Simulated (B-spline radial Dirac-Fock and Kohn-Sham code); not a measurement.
Nb⁴⁺ in the configuration [Kr] 4d1. Computed with a B-spline radial atomic code: independent-particle rates on relativistic LDA orbitals of the hole state (multipoles to L = 3), energies from Dirac–Fock ΔSCF. Widths ruled by Coster–Kronig decay come out up to twice the measured ones in this model.

What should this plot look like? X-ray emission lines that fill an M1 (3s) hole, as sticks. Lines at much lower energy are not shown. Multiplet splitting by the open shell is left out.

The strongest line is M1-N3 at 442.9 eV with 47.8 % of the photons, then M1-N2 at 440.6 eV (31 %). The hole has a width of 1.71 eV and a fluorescence yield of 3.83 × 10⁻⁴.

The result:

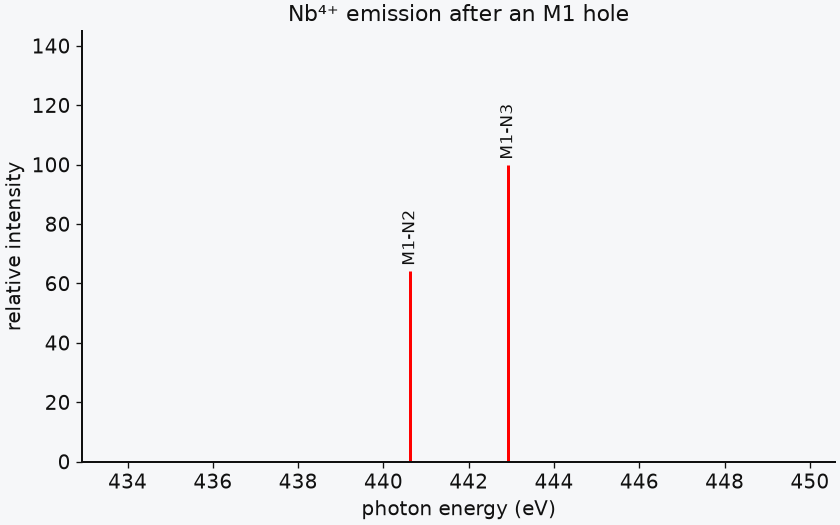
